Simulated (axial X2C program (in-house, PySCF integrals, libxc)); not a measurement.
TiSi⁻: relativistic diatomic calculation

System: TiSi⁻, single determinant with Ω = 1/2. The distance is the PBE0 minimum at charge −1.
Method: expectation values, HF and Kohn-Sham, two-component X2C with atomic mean-field Coulomb and Gaunt terms, Ti dyall-acv3z, Si dyall-av3z (cores contracted) (axial X2C program (in-house, PySCF integrals, libxc)).

Input file:
```
{"zs": [22, 14], "q": -1, "bas": ["dyall-acv3z", "dyall-av3z"], "r0": 2.52, "levels": ["PBE0", "HF", "LDA", "BP86", "PBE50"], "nst": 3}
```

The line is the task of a batch: nuclear charges, charge, bases, the levels to run, a first guess of the distance and further settings. This report covers the levels named above. The log is that of the reference distance, started from orbitals converged before.

Launched within a batch (the task file carries these settings):
```bash
python <driver script> task.json out
```

Log:
```
two-component X2C + atomic mean field  PBE0
basis functions 187  fitting functions 1038  grid points 5079
iter        total energy     max residual
   1      -1143.293247125     6.57e-06
   2      -1143.293247128     5.04e-06
   3      -1143.293247129     4.55e-06
converged
one-electron -1717.92447767  Coulomb 567.82197456  exact exchange -15.44494909  xc functional -47.67875506  nuclear repulsion 70.16210976  atomic mean-field constant -0.22914963
```

Expectation values by level of theory:

| quantity | PBE0 | HF | LDA | BP86 | PBE50 |
| --- | --- | --- | --- | --- | --- |
| effective field for an electron dipole moment (GV/cm) | −0.229 | −0.208 | −0.144 | −0.152 | −0.237 |
| field gradient at the first nucleus (a.u.) | −1.60 | −1.96 | −1.47 | −1.64 | −1.73 |
| field gradient at the second nucleus (a.u.) | −0.374 | −0.737 | −0.136 | −0.121 | −0.745 |
| A∥/gI, first nucleus (MHz) | 211 | −167 | 156 | 305 | 85.3 |
| A∥/gI, second nucleus (MHz) | 173 | 234 | 104 | 99.1 | 209 |

Each column comes from one determinant, in a basis with contracted cores. The levels disagree widely: A∥/gI at the first nucleus runs from −167 to 305 MHz, A∥/gI at the second nucleus runs from 99.1 to 234 MHz and the field gradient at the second nucleus runs from −0.745 to −0.121 a.u. They may not all have settled in the same state, and these values aren't reliable properties of the molecule.

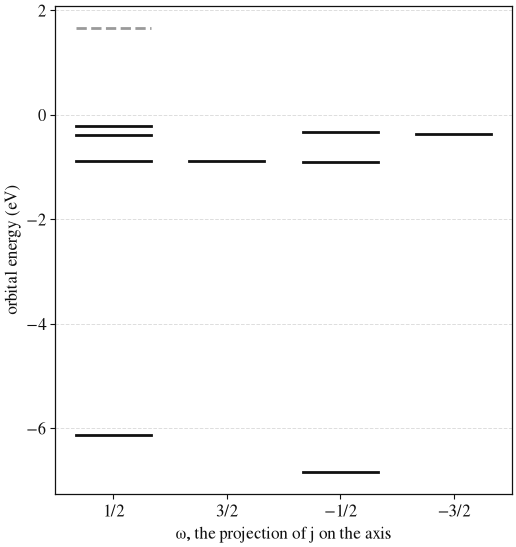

*Orbital energies (PBE0) near the frontier at 2.32 Å, filled (solid) and empty (dashed).*

The highest filled spinor (1/2; 43 % Ti d, 30 % Ti s) lies at −0.21 eV, the lowest empty one (1/2; 83 % Ti p, 14 % Ti s) at 1.65 eV.

Key numbers:

```tsv
quantity	value
outcome	converged; the levels of theory disagree widely
hardware	1 thread of Arm Neoverse N1, 98 GiB of memory available, shared host
wall time	7.2 s
peak memory	0.36 GiB
```
